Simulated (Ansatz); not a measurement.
## Phonon calculation of GaH$_{2}$ClO$_{2}$

The run: phonon calculation of GaH$_{2}$ClO$_{2}$. Method and program: RKS PBE0-D4/def2-TZVP (Ansatz 0.2.0).

The geometry comes from this level: PBE0-D4/def2-TZVP. Figures and captions count atoms from 1; the log counts them from 0 in places.

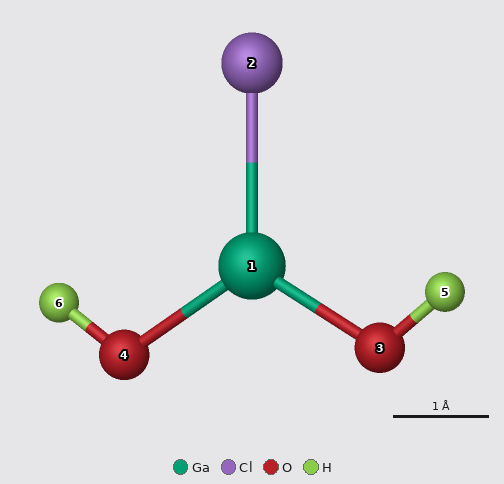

Fig. 1: The structure (ball-and-stick view, seen at an oblique angle; atoms are numbered from 1 in the order of the input). Sticks mark near contacts.

### Summary

- outcome: converged
- total energy: −69017.5307 eV
- mean-field energy: −69017.4270 eV
- dispersion energy: −0.1037 eV
- largest force (length of the vector): 0.004 eV/Å
- dipole moment: 1.16 D
- hardware: 4 threads of Arm Neoverse V1, 23 GiB of memory available, shared host
- wall time: 53 s (CPU time 3.3 min)
- peak memory: 0.48 GiB

### The input
```yaml
crystal:
  periodic: [false, false, false]
  atoms:
    - {symbol: Ga, position_ang: [-0.228712, -0.514835, -0.375254]}
    - {symbol: Cl, position_ang: [1.606548, -1.595541, -0.199242]}
    - {symbol: O, position_ang: [-0.481264, 0.620517, -1.701849]}
    - {symbol: O, position_ang: [-1.522421, -0.739697, 0.803063]}
    - {symbol: H, position_ang: [0.272716, 0.679227, -2.293510]}
    - {symbol: H, position_ang: [-1.299125, -1.374315, 1.488186]}
basis:
  gaussian: {orbitals: def2-TZVP}
hamiltonian: {xc: pbe0, dispersion: d4}
phonons: {temperatures: {t_min: 298.15, t_max: 900, t_step: 200}}
```

Run as:
```bash
ansatz run in.yaml --threads 4 --pin off --events-out ev --progress --plain --max-ram 9574MiB
```

### The program's output
```
Functional definition: PBE0
  name "PBE0"
  cite "Adamo & Barone, J. Chem. Phys. 110, 6158 (1999) doi:10.1063/1.478522"
  cite "Perdew, Burke & Ernzerhof, Phys. Rev. Lett. 77, 3865 (1996) doi:10.1103/PhysRevLett.77.3865"
  parent pbe
  parameter a = 0.25
  parameter kappa = 0.804
  parameter beta = 0.06672455060314922
  exchange = (1 - a)*pbe_x(kappa = kappa, mu = beta*pi^2/3) + a*exact_x
  correlation = pbe_c(beta = beta)
1071 factors; their error is unknown
mean field evaluation 1: about -69006.8384 eV, gradient 8.1e1 eV
mean field evaluation 2: about -68971.3933 eV, gradient 1.6e2 eV
mean field evaluation 4: about -69017.1139 eV, gradient 6.7e0 eV
mean field evaluation 8: about -69017.4269 eV, gradient 2.7e-1 eV
mean field evaluation 16: about -69017.4270 eV, gradient 1.5e-5 eV
mean field -69017.42696284 eV, -2536.3436591923 hartree, gradient 1.5e-5 eV, S^2 0.000000; 0 other end points of the search recorded, 0 dependent functions left out
the calculation of the forces begins
reference -69017.42698914 eV, -2536.3436601588 hartree; 33, 33 occupied and 126, 126 virtual orbitals, 1071 factors
these checks for a lower state are left out or cut short: stability, starts, cluster_reference, orbital_swaps, neighbouring_geometries, increment
1071 factors; their error is unknown
mean field -69017.42688779 eV, -2536.3436564340 hartree, gradient 1.4e-6 eV, S^2 0.000000; 0 other end points of the search recorded, 0 dependent functions left out
[... from here on the field's lines of each further geometry are left out, up to the last ...]
the calculation of the forces begins
reference -69017.42689731 eV, -2536.3436567839 hartree; 33, 33 occupied and 126, 126 virtual orbitals, 1071 factors
these checks for a lower state are left out or cut short: stability, starts, cluster_reference, orbital_swaps, neighbouring_geometries, increment
1071 factors; their error is unknown
mean field -69017.42687753 eV, -2536.3436560571 hartree, gradient 1.4e-6 eV, S^2 0.000000; 0 other end points of the search recorded, 0 dependent functions left out
the calculation of the forces begins
reference -69017.42690382 eV, -2536.3436570233 hartree; 33, 33 occupied and 126, 126 virtual orbitals, 1071 factors
Total energy: -69017.53071318 eV, -2536.3474719468 hartree
Atom 0 at    -0.228712    -0.514835    -0.375254 Å, force     0.000248    -0.000269     0.000083 eV/Å
Atom 1 at     1.606548    -1.595541    -0.199242 Å, force    -0.003710     0.002175    -0.000389 eV/Å
Atom 2 at    -0.481264     0.620517    -1.701849 Å, force     0.002737     0.000293    -0.002379 eV/Å
Atom 3 at    -1.522421    -0.739697     0.803063 Å, force     0.000705    -0.002384     0.002534 eV/Å
Atom 4 at     0.272716     0.679227    -2.293510 Å, force    -0.001265    -0.001565     0.003130 eV/Å
Atom 5 at    -1.299125    -1.374315     1.488186 Å, force     0.001285     0.001750    -0.002980 eV/Å
Dipole moment:     0.207716    -0.122425     0.019834 e Å
Vibrations: 144.15 177.73 183.71 326.73 368.20 416.25 701.21 751.94 852.91 888.31 3898.20 3898.93 cm⁻¹, zero-point energy 0.781614 eV
```

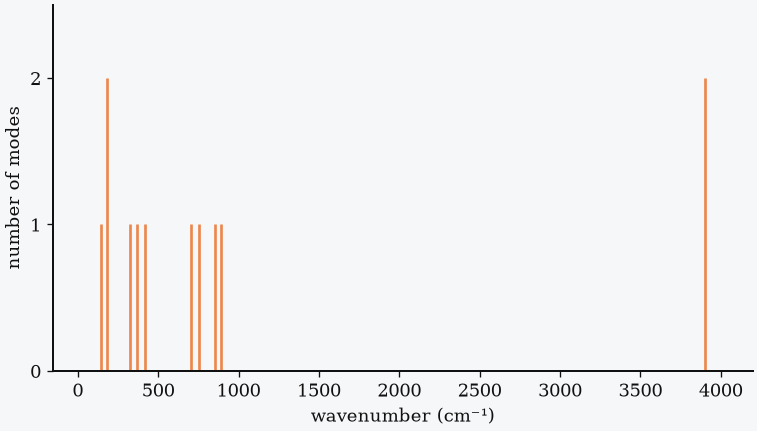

Fig. 2: Harmonic vibrational wavenumbers from the force constants; neighbouring modes closer than 17 cm⁻¹ are counted in one stick. 12 modes from 144 to 3899 cm⁻¹, none imaginary.

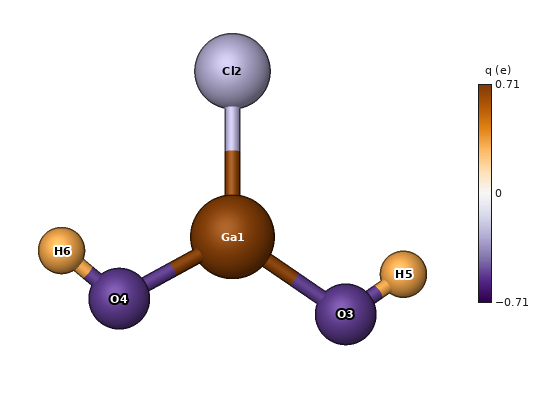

Fig. 3: Mulliken charges, as the colour of each atom (ball-and-stick view, seen at a tilt; atoms are numbered from 1 in the order of the input). By element: Ga +0.68, Cl −0.28, O −0.53 and H +0.32 e.
